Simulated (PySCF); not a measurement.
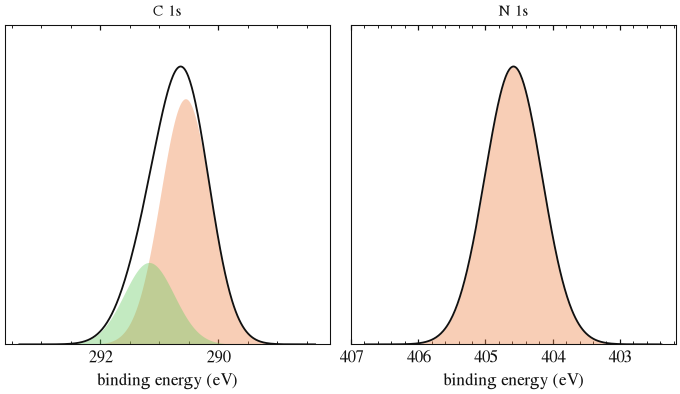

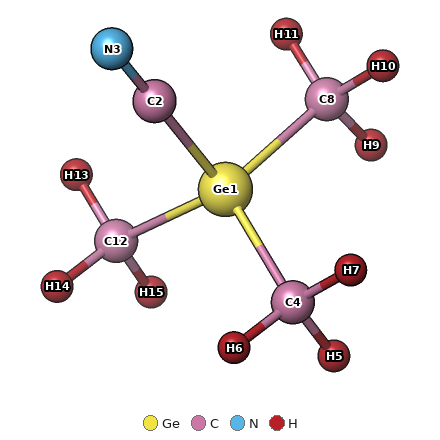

Simulated XPS of C₄H₉GeN (Ge(CN)Me3), SMILES [CH3][Ge]([CH3])([CH3])[C]#N, singlet. Vertical core-electron binding energies by ΔSCF (SCAN, pcX-2 on the ionised atom (unc-x2c-TZVPall on a metal), pcseg-1 elsewhere, spin-free X2C; PySCF 2.14.0, at a PBE0-D3(BJ)/def2-SVP geometry (no frequency check)), gas phase, against the vacuum level. One atom of each kind was ionised; within a panel, areas follow the number of like atoms, each panel is scaled alone, Gaussians of 1.0 eV full width. Only the regions named are shown. Lines closer than the width merge in the curve.

> Which atoms give which peak?

| level | atoms | binding energy (eV) |
| --- | --- | --- |
| C 1s | C2 | 291.2 |
| C 1s | C4, C8, C12 | 290.6 |
| N 1s | N3 | 404.6 |

> How large is the chemical shift across the C 1s region?

0.6 eV, from C4, C8, C12 at 290.6 eV to C2 at 291.2 eV.
